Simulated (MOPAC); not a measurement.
# Geometry relaxation, with input and output: CH8O3Si2 (part 2 of 2)

The same run, continued: CH8O3Si2, SMILES C[SiH](O)[SiH](O)O; PM7, closed shell, dispersion built in, COSMO solvent water (MOPAC 23.2.5). The geometry: force field.

Geometry of the input (Å):
```
C  -1.2376  -1.1339  1.0328
Si -0.6996  0.6570  0.7002
O  -0.0250  1.3890  2.0177
Si 0.8743  0.5513  -1.0643
O  0.3126  -0.3360  -2.3642
O  2.2203  -0.2023  -0.5380
H  -1.7031  -1.5775  0.1268
H  -1.9636  -1.1793  1.8105
H  -0.3696  -1.7071  1.3088
H  -1.8756  1.4359  0.2217
H  0.8734  1.0153  2.3121
H  1.2075  1.9319  -1.5369
H  -0.2288  0.1462  -2.9696
H  2.5410  -0.9765  -1.0501
```

Trajectory as extended XYZ, continued
```
14
Properties=species:S:1:pos:R:3:forces:R:3 step=3 energy=-10.81541
C    -1.2308   -1.0973    1.0360    0.1637  -0.0933  -0.2973
Si   -0.6720    0.6444    0.6425    0.0045  -0.3098  -0.0335
O    -0.0234    1.3381    1.9398    0.3160  -0.0440   0.2460
Si    0.8575    0.5559   -1.0249    0.0390  -0.5433  -0.2712
O     0.3045   -0.2837   -2.3021    0.2140   0.1962   0.6193
O     2.2078   -0.1962   -0.5565   -0.2440   0.1118  -0.1111
H    -1.6992   -1.5861    0.1546   -0.0103  -0.0440   0.0656
H    -1.9712   -1.1737    1.8473   -0.0159   0.1800   0.0889
H    -0.3659   -1.7314    1.3300   -0.0970  -0.0104   0.0464
H    -1.8607    1.4258    0.2778    0.1256   0.0425   0.0385
H     0.8463    1.0455    2.3264   -0.3397   0.2012   0.0716
H     1.2015    1.8891   -1.4842    0.1001   0.3503   0.0168
H    -0.2294    0.0986   -2.9957   -0.3212  -0.0258  -0.5849
H     2.5555   -0.9933   -1.0109    0.0651  -0.0112   0.1048
14
Properties=species:S:1:pos:R:3:forces:R:3 step=7 energy=-10.88177
C    -1.2253   -1.1082    1.0250    0.1716   0.2302   0.3198
Si   -0.6484    0.6266    0.6318    0.2541  -0.0355   0.4856
O    -0.0170    1.3367    1.9524   -0.2629  -0.0524  -0.2445
Si    0.8556    0.5460   -1.0516   -0.1903   0.0170  -0.3200
O     0.2832   -0.2594   -2.3252    0.2337  -0.0455   0.3928
O     2.1890   -0.1849   -0.5536    0.1148  -0.0587  -0.1230
H    -1.7041   -1.6085    0.1798   -0.1303  -0.2089  -0.2516
H    -1.9674   -1.1099    1.8493    0.0188   0.0476  -0.0123
H    -0.3809   -1.7448    1.3648   -0.0581  -0.0335  -0.0328
H    -1.8293    1.4329    0.3092    0.0658   0.0289  -0.0529
H     0.8046    1.1010    2.4170   -0.0535  -0.0751  -0.0425
H     1.2122    1.9259   -1.4190    0.0180  -0.0499  -0.0263
H    -0.2311    0.0366   -3.0772   -0.0933   0.1581  -0.1583
H     2.5732   -1.0110   -0.9129   -0.0884   0.0776   0.0659
14
Properties=species:S:1:pos:R:3:forces:R:3 step=10 energy=-10.89418
C    -1.2253   -1.1032    1.0265    0.0651  -0.0415   0.1047
Si   -0.6418    0.6233    0.6440    0.0614   0.0201   0.0462
O    -0.0262    1.3383    1.9540   -0.0354  -0.0133   0.0048
Si    0.8525    0.5484   -1.0585   -0.0253  -0.0376  -0.0154
O     0.2869   -0.2638   -2.3185   -0.0358  -0.0074  -0.0108
O     2.1908   -0.1833   -0.5659    0.0702   0.0995  -0.0440
H    -1.7057   -1.6139    0.1718   -0.0230  -0.0260  -0.0319
H    -1.9698   -1.1022    1.8466   -0.0007   0.0222   0.0073
H    -0.3864   -1.7513    1.3587   -0.0563  -0.0156  -0.0010
H    -1.8197    1.4327    0.2997    0.1080  -0.0127  -0.0201
H     0.7982    1.0961    2.4196   -0.0984  -0.0152  -0.0160
H     1.2153    1.9234   -1.4232    0.0140   0.0082  -0.0418
H    -0.2286    0.0444   -3.0811    0.0335   0.0383   0.0162
H     2.5703   -1.0143   -0.8979   -0.0773  -0.0190   0.0019
14
Properties=species:S:1:pos:R:3:forces:R:3 step=13 energy=-10.91377
C    -1.2285   -1.1048    1.0419    0.0112   0.0052  -0.0867
Si   -0.6120    0.6139    0.6507   -0.0283  -0.1259  -0.0170
O    -0.0586    1.3336    1.9819    0.1222  -0.0433   0.0196
Si    0.8497    0.5400   -1.0710    0.1298   0.1917  -0.0095
O     0.2736   -0.2659   -2.3294   -0.0547  -0.0351   0.0759
O     2.2129   -0.1478   -0.6109    0.3413  -0.2477  -0.0733
H    -1.7155   -1.6191    0.1879   -0.0138   0.0606   0.0339
H    -1.9807   -1.0512    1.8514   -0.0143  -0.0633   0.0489
H    -0.4211   -1.7859    1.3774   -0.0057   0.0477   0.0574
H    -1.7561    1.4361    0.2554   -0.0661   0.0372  -0.0240
H     0.7488    1.0908    2.4809   -0.1130   0.0177  -0.0351
H     1.2294    1.9145   -1.4504   -0.0912  -0.0777   0.0220
H    -0.2095    0.0649   -3.0995   -0.0221   0.0300  -0.0877
H     2.5411   -1.0505   -0.8201   -0.1953   0.2029   0.0757
14
Properties=species:S:1:pos:R:3:forces:R:3 step=16 energy=-10.93893
C    -1.2421   -1.1074    1.0641   -0.1403   0.0887   0.0944
Si   -0.5916    0.5847    0.6461    0.0590   0.0983   0.0195
O    -0.0967    1.3167    1.9908    0.1208   0.0617   0.0313
Si    0.8734    0.5477   -1.0747    0.1273  -0.0851   0.0277
O     0.2282   -0.2574   -2.3028   -0.1253   0.0266  -0.0771
O     2.2858   -0.1169   -0.7117   -0.0146  -0.0781  -0.0897
H    -1.7374   -1.6091    0.2135   -0.0450  -0.0686  -0.0096
H    -1.9982   -1.0107    1.8764    0.0194  -0.0645  -0.0886
H    -0.4736   -1.8047    1.4458    0.0806   0.0269  -0.0382
H    -1.6837    1.4468    0.1795   -0.1147  -0.0567   0.0343
H     0.6615    1.0831    2.5590   -0.0603  -0.0498  -0.0924
H     1.2308    1.9062   -1.4808   -0.0276   0.1495   0.0297
H    -0.1750    0.0966   -3.1188    0.0907  -0.0497   0.0736
H     2.4677   -1.0757   -0.6642    0.0300   0.0007   0.0850
14
Properties=species:S:1:pos:R:3:forces:R:3 step=20 energy=-10.95610
C    -1.2516   -1.1082    1.0586    0.0194   0.0370  -0.0166
Si   -0.6004    0.5897    0.6413   -0.0355  -0.0228   0.0107
O    -0.0863    1.3280    1.9745    0.0934   0.0239   0.0457
Si    0.8882    0.5479   -1.0669   -0.0441   0.0077   0.0032
O     0.2097   -0.2514   -2.2810   -0.0509   0.0032  -0.0156
O     2.3025   -0.1279   -0.7467    0.0066  -0.0394   0.0021
H    -1.7428   -1.6251    0.2116    0.0046   0.0148   0.0031
H    -2.0054   -1.0442    1.8692   -0.0092   0.0194  -0.0179
H    -0.4578   -1.7847    1.4263    0.0508  -0.0354   0.0031
H    -1.7188    1.4292    0.2002   -0.0547  -0.0106  -0.0111
H     0.6611    1.0665    2.5436   -0.0280  -0.0236  -0.0239
H     1.2168    1.9352   -1.4327    0.0027  -0.0745   0.0012
H    -0.1629    0.0835   -3.1112    0.0664   0.0249  -0.0137
H     2.4684   -1.0779   -0.5753   -0.0217   0.0756   0.0297
14
Properties=species:S:1:pos:R:3:forces:R:3 step=23 energy=-10.96118
C    -1.2498   -1.1077    1.0553    0.0162  -0.0090   0.0078
Si   -0.6048    0.5916    0.6413   -0.0091   0.0013   0.0083
O    -0.0786    1.3329    1.9710    0.0221  -0.0112  -0.0159
Si    0.8876    0.5453   -1.0635   -0.0464  -0.0106  -0.0029
O     0.2037   -0.2501   -2.2773   -0.0409  -0.0029  -0.0088
O     2.3055   -0.1293   -0.7517   -0.0498   0.0159   0.0113
H    -1.7425   -1.6254    0.2092    0.0193   0.0191  -0.0081
H    -2.0075   -1.0503    1.8634    0.0192   0.0188  -0.0063
H    -0.4505   -1.7835    1.4185    0.0060  -0.0107   0.0046
H    -1.7319    1.4224    0.2007   -0.0148  -0.0077   0.0073
H     0.6625    1.0560    2.5392    0.0006  -0.0174   0.0142
H     1.2148    1.9309   -1.4258    0.0158  -0.0254  -0.0172
H    -0.1521    0.0874   -3.1131    0.0599   0.0220  -0.0277
H     2.4675   -1.0713   -0.5485    0.0018   0.0177   0.0334
14
Properties=species:S:1:pos:R:3:forces:R:3 step=26 energy=-10.96532
C    -1.2440   -1.1086    1.0541   -0.0047   0.0023   0.0083
Si   -0.6056    0.5919    0.6416    0.0088   0.0187   0.0005
O    -0.0688    1.3330    1.9663    0.0056   0.0116  -0.0056
Si    0.8809    0.5429   -1.0642   -0.0029  -0.0019  -0.0121
O     0.1972   -0.2492   -2.2802   -0.0504   0.0120  -0.0063
O     2.2978   -0.1273   -0.7431   -0.0153   0.0045  -0.0018
H    -1.7364   -1.6203    0.2044    0.0111  -0.0098   0.0003
H    -2.0030   -1.0448    1.8602    0.0085  -0.0127   0.0076
H    -0.4474   -1.7870    1.4186   -0.0019   0.0029  -0.0019
H    -1.7377    1.4187    0.2045   -0.0035  -0.0069   0.0206
H     0.6609    1.0469    2.5442    0.0001  -0.0263   0.0016
H     1.2208    1.9230   -1.4318   -0.0037   0.0046  -0.0171
H    -0.1274    0.0950   -3.1271    0.0589  -0.0009  -0.0316
H     2.4681   -1.0635   -0.5272   -0.0106   0.0020   0.0376
14
Properties=species:S:1:pos:R:3:forces:R:3 step=29 energy=-10.97124
C    -1.2415   -1.1091    1.0542    0.0029  -0.0035   0.0148
Si   -0.6053    0.5926    0.6408   -0.0106   0.0016  -0.0042
O    -0.0634    1.3345    1.9630    0.0218  -0.0045   0.0058
Si    0.8799    0.5425   -1.0667   -0.0246   0.0021  -0.0036
O     0.1839   -0.2449   -2.2793   -0.0349   0.0246  -0.0069
O     2.2952   -0.1277   -0.7385   -0.0189  -0.0025  -0.0176
H    -1.7304   -1.6231    0.2040   -0.0007  -0.0026  -0.0019
H    -1.9994   -1.0492    1.8617    0.0025  -0.0014  -0.0033
H    -0.4453   -1.7870    1.4188    0.0200  -0.0008   0.0018
H    -1.7420    1.4160    0.2120   -0.0056   0.0056   0.0091
H     0.6571    1.0340    2.5465   -0.0048  -0.0122   0.0050
H     1.2223    1.9209   -1.4402   -0.0009  -0.0045  -0.0099
H    -0.0918    0.0946   -3.1462    0.0675  -0.0142  -0.0173
H     2.4642   -1.0595   -0.5023   -0.0137   0.0123   0.0281
14
Properties=species:S:1:pos:R:3:forces:R:3 step=33 energy=-10.98791
C    -1.2336   -1.1112    1.0561    0.0046   0.0068   0.0018
Si   -0.6076    0.5945    0.6396   -0.0131  -0.0127  -0.0006
O    -0.0521    1.3332    1.9576   -0.0006   0.0013   0.0087
Si    0.8741    0.5435   -1.0694   -0.0365   0.0100  -0.0154
O     0.1544   -0.2310   -2.2757   -0.0431   0.0339  -0.0124
O     2.2861   -0.1317   -0.7386    0.0022  -0.0015  -0.0107
H    -1.7184   -1.6307    0.2065    0.0064  -0.0016   0.0032
H    -1.9940   -1.0550    1.8615    0.0128  -0.0060   0.0015
H    -0.4302   -1.7816    1.4219   -0.0058   0.0103   0.0003
H    -1.7476    1.4200    0.2237   -0.0030  -0.0021   0.0086
H     0.6477    1.0127    2.5545    0.0116  -0.0132   0.0073
H     1.2272    1.9166   -1.4509    0.0036   0.0003   0.0007
H     0.0235    0.0712   -3.1905    0.0696  -0.0307  -0.0079
H     2.4506   -1.0489   -0.4509   -0.0087   0.0053   0.0149
14
Properties=species:S:1:pos:R:3:forces:R:3 step=36 energy=-10.99499
C    -1.2299   -1.1112    1.0578    0.0161   0.0064   0.0030
Si   -0.6091    0.5952    0.6393    0.0122  -0.0096   0.0218
O    -0.0496    1.3316    1.9583   -0.0104  -0.0091  -0.0208
Si    0.8704    0.5440   -1.0717   -0.0133  -0.0023   0.0179
O     0.1372   -0.2177   -2.2763   -0.0444   0.0098   0.0391
O     2.2817   -0.1349   -0.7408   -0.0162  -0.0079  -0.0107
H    -1.7112   -1.6356    0.2097    0.0006  -0.0040  -0.0024
H    -1.9885   -1.0590    1.8642   -0.0080   0.0018   0.0087
H    -0.4226   -1.7750    1.4261    0.0061  -0.0076  -0.0002
H    -1.7485    1.4214    0.2289   -0.0278   0.0121   0.0011
H     0.6467    1.0051    2.5557    0.0163  -0.0122   0.0090
H     1.2312    1.9144   -1.4504    0.0132   0.0253  -0.0049
H     0.0999    0.0389   -3.2111    0.0652  -0.0187  -0.0650
H     2.4431   -1.0458   -0.4311   -0.0097   0.0159   0.0033
14
Properties=species:S:1:pos:R:3:forces:R:3 step=39 energy=-11.00638
C    -1.2236   -1.1114    1.0606    0.0139  -0.0075   0.0034
Si   -0.6119    0.5968    0.6395   -0.0079  -0.0005   0.0070
O    -0.0461    1.3287    1.9578    0.0001  -0.0027  -0.0135
Si    0.8642    0.5451   -1.0731   -0.0161   0.0250  -0.0026
O     0.1137   -0.1968   -2.2787   -0.0021   0.0493  -0.1568
O     2.2723   -0.1409   -0.7423   -0.0059   0.0266  -0.0207
H    -1.7006   -1.6425    0.2140   -0.0013   0.0020   0.0062
H    -1.9810   -1.0642    1.8685   -0.0102   0.0037   0.0011
H    -0.4095   -1.7667    1.4299    0.0027  -0.0170   0.0007
H    -1.7534    1.4248    0.2362   -0.0203   0.0007   0.0070
H     0.6498    0.9966    2.5535    0.0107  -0.0067   0.0054
H     1.2387    1.9143   -1.4466    0.0143   0.0108   0.0010
H     0.2145   -0.0174   -3.2375    0.0328  -0.0632   0.1531
H     2.4343   -1.0421   -0.4122   -0.0106  -0.0205   0.0088
14
Properties=species:S:1:pos:R:3:forces:R:3 step=42 energy=-11.01328
C    -1.2199   -1.1111    1.0644    0.0197  -0.0244   0.0005
Si   -0.6160    0.5983    0.6406   -0.0033   0.0011   0.0051
O    -0.0461    1.3256    1.9596    0.0149   0.0015  -0.0104
Si    0.8587    0.5467   -1.0734    0.0145   0.0237   0.0047
O     0.1034   -0.1771   -2.2871    0.0086   0.0175  -0.0281
O     2.2645   -0.1463   -0.7483    0.0081  -0.0008   0.0063
H    -1.6945   -1.6468    0.2196   -0.0062  -0.0008   0.0055
H    -1.9755   -1.0680    1.8741   -0.0129   0.0054   0.0018
H    -0.3999   -1.7606    1.4331   -0.0061  -0.0174   0.0008
H    -1.7595    1.4264    0.2428   -0.0193  -0.0033   0.0092
H     0.6589    0.9954    2.5475   -0.0051  -0.0005  -0.0091
H     1.2459    1.9156   -1.4350    0.0115   0.0165  -0.0049
H     0.2981   -0.0780   -3.2383    0.0103  -0.0336   0.0302
H     2.4288   -1.0435   -0.4050   -0.0347   0.0152  -0.0115
14
Properties=species:S:1:pos:R:3:forces:R:3 step=46 energy=-11.01699
C    -1.2176   -1.1136    1.0683    0.0058  -0.0080  -0.0001
Si   -0.6206    0.5977    0.6405    0.0083  -0.0016  -0.0028
O    -0.0439    1.3248    1.9565    0.0178   0.0096  -0.0018
Si    0.8572    0.5515   -1.0732   -0.0021   0.0199  -0.0012
O     0.0976   -0.1601   -2.2915    0.0241  -0.0063  -0.0030
O     2.2594   -0.1504   -0.7503    0.0014   0.0218   0.0074
H    -1.6924   -1.6506    0.2248   -0.0097  -0.0077   0.0006
H    -1.9730   -1.0696    1.8788   -0.0038  -0.0001  -0.0029
H    -0.3970   -1.7624    1.4368   -0.0047  -0.0055  -0.0016
H    -1.7682    1.4259    0.2529   -0.0097  -0.0168   0.0035
H     0.6662    0.9949    2.5384   -0.0047  -0.0007  -0.0009
H     1.2524    1.9203   -1.4287    0.0133   0.0057   0.0007
H     0.3543   -0.1315   -3.2322   -0.0042  -0.0108   0.0096
H     2.4191   -1.0480   -0.4076   -0.0319   0.0006  -0.0075
14
Properties=species:S:1:pos:R:3:forces:R:3 step=49 energy=-11.01741
C    -1.2186   -1.1164    1.0682    0.0003  -0.0029  -0.0021
Si   -0.6209    0.5958    0.6402   -0.0028  -0.0041   0.0038
O    -0.0356    1.3266    1.9508   -0.0013  -0.0033   0.0010
Si    0.8559    0.5592   -1.0737   -0.0012   0.0033  -0.0060
O     0.0987   -0.1576   -2.2901    0.0097   0.0003   0.0168
O     2.2550   -0.1468   -0.7442    0.0013   0.0023   0.0050
H    -1.6969   -1.6529    0.2258   -0.0007   0.0061   0.0006
H    -1.9743   -1.0683    1.8784    0.0019  -0.0055   0.0007
H    -0.4020   -1.7701    1.4356    0.0042   0.0063  -0.0007
H    -1.7768    1.4155    0.2611   -0.0046   0.0001  -0.0028
H     0.6692    0.9916    2.5360   -0.0020  -0.0008   0.0026
H     1.2615    1.9251   -1.4292   -0.0057  -0.0003  -0.0006
H     0.3703   -0.1595   -3.2255    0.0047  -0.0006  -0.0185
H     2.4019   -1.0545   -0.4214   -0.0038  -0.0010   0.0002
```

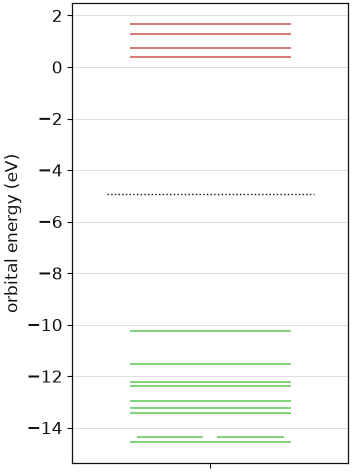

Figure 1. Orbital energies near the frontier; the dotted line parts filled from empty levels, and levels within 0.02 eV of each other stand side by side. Highest filled −10.24 eV, lowest empty 0.39 eV, 10.63 eV apart.

Results in brief

```json
{"quantity": "outcome", "value": "converged"}
{"quantity": "heat of formation", "value": "−254.07 kcal/mol"}
{"quantity": "basis functions", "value": "42"}
{"quantity": "largest force", "value": "0.019 eV/Å"}
{"quantity": "HOMO", "value": "−10.24 eV"}
{"quantity": "LUMO", "value": "0.39 eV"}
{"quantity": "dipole moment", "value": "2.75 D"}
{"quantity": "wall time", "value": "0.75 s"}
{"quantity": "peak memory", "value": "0.074 GiB"}
```

Remarks

Settings chosen away from the usual ones: keyword. MOPAC's energies along a path are heats of formation.
